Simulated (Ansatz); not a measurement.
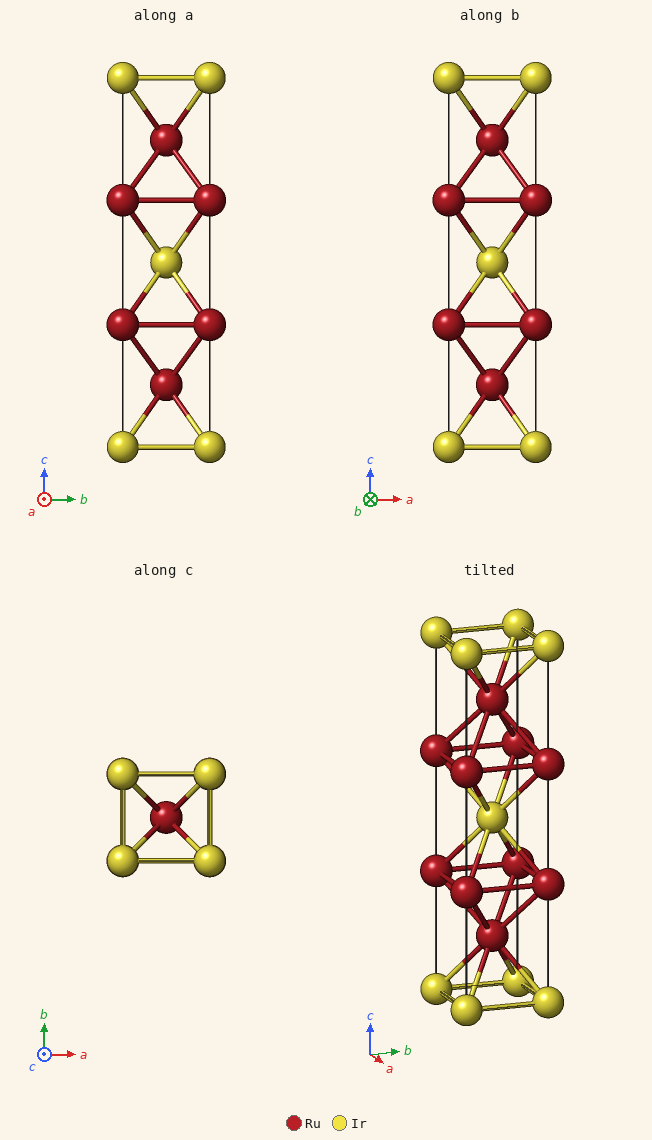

Crystal structure, ball-and-stick style, seen along the a axis, along the b axis, along the c axis and slightly off an axis. One conventional unit cell is framed, with atoms on its boundary repeated.

Lattice parameters: a = 2.706 Å, b = 2.706 Å, c = 11.492 Å, α = 90.00°, β = 90.00°, γ = 90.00°.

Put the structure into a table of Wyckoff sites, with free fractional coordinates to two decimals.

Answer. Space group I4/mmm (No. 139).
| atom | site | x | y | z |
| --- | --- | --- | --- | --- |
| Ru | 4e | 0.00 | 0.00 | 0.33 |
| Ir | 2a | 0.00 | 0.00 | 0.00 |

Starting structure: a structure type filled with these elements by a generator (whether the compound takes this form wasn't checked). Earlier steps of the study, as a rule a relaxation of our own, may have changed the cell and positions, so they can lie some per cent off the listed ones. A calculation with Ansatz used it as input.
